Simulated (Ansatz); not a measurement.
Reaction (SMILES): B=[N] (BH-N) → B=[N-] (an electron is taken up)
B3LYP-D3(BJ)/def2-TZVP geometries, fixed; electronic energies without zero-point terms; positive where energy is released.

Basis-set convergence of the adiabatic electron affinity at CCSD(T) with Ansatz (a quantum-chemistry and plane-wave program). Cartesian d functions, on some or all atoms, in 6-31G*; all else is spherical. Cores are frozen. Open shells are unrestricted. No added dispersion term, no relativity. Functions are those of the species that has most. Reference: Hartree-Fock in aug-cc-pVQZ plus the correlation part extrapolated as X^-3 from aug-cc-pVTZ and aug-cc-pVQZ, 3.029 eV, itself unsure by roughly 0.012 eV (a third of the extrapolation step and of the last Hartree-Fock step). Deviations are taken from unrounded values.

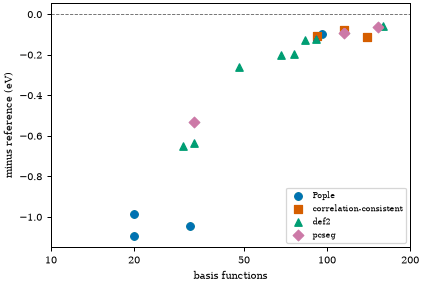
Deviation from the reference against the number of basis functions, by family of sets.

```
basis              functions  adiabatic electron affinity (eV)  minus reference (eV)
-----------------  ---------  --------------------------------  --------------------
3-21G                     20                             1.934                -1.094
6-31G                     20                             2.042                -0.987
def2-SV(P)                30                             2.381                -0.648
6-31G*                    32                             1.985                -1.044
def2-SVP                  33                             2.393                -0.636
pcseg-1                   33                             2.494                -0.534
def2-SVPD                 48                             2.767                -0.262
def2-TZVP                 68                             2.828                -0.201
def2-TZVPP                76                             2.835                -0.194
def2-TZVPD                83                             2.901                -0.128
def2-TZVPPD               91                             2.904                -0.124
jun-cc-pV(T+d)Z           92                             2.920                -0.109
6-311++G(3df,3pd)         96                             2.933                -0.096
aug-cc-pVTZ              115                             2.948                -0.080
aug-pcseg-2              115                             2.935                -0.094
cc-pVQZ                  140                             2.917                -0.112
pcseg-3                  153                             2.965                -0.064
def2-QZVPPD              159                             2.971                -0.058
```
